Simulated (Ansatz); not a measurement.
The parent structure is TaN in the rock salt structure (space group Fm-3m, No. 225; a = 4.376 Å).

Structures relaxed with plane-wave PAW DFT at the PBEsol level (Ansatz, a quantum-chemistry and plane-wave program, 420 eV), no spin-orbit coupling.

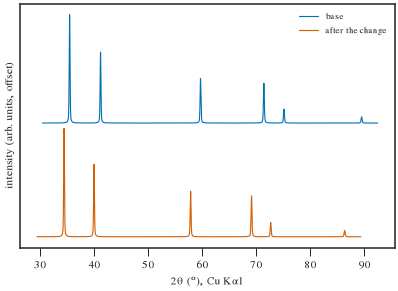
Simulated powder patterns before (top) and after one change

Question: Which of these changes matches the shifts?
A. N → Br
B. Ta → Be
C. Ta → Hf

Answer: C, Ta → Hf. Its volume per atom is 11.40 Å³ against 10.47 Å³, and its space group is Fm-3m (No. 225).

No phonon test of stability was made. As relaxed here, TaBr and BeN are hypothetical phases, not in the database extracts checked. No Hubbard U is applied, and correlation can decide whether such a compound is a metal. The final runs are not spin-polarised. An odd electron count without spin: HfN and BeN. TaBr has a high density of states at the Fermi level and may be magnetic at this level. This is not the structure that TaN has at room temperature and ambient pressure.
